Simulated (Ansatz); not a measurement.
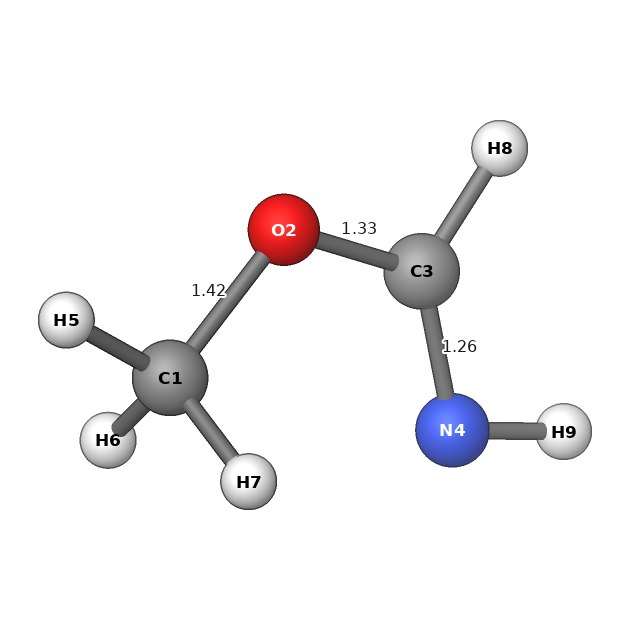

The numbers beside the sticks are distances in Å. Sticks don't show bond order. Computed geometry: PBE0-D4/def2-TZVP optimisation.

Which of the marked bonds are single, double, triple or aromatic?

C1–O2 single; O2–C3 single; C3–N4 double.

Give the structure as SMILES.

[H]/N=C/OC
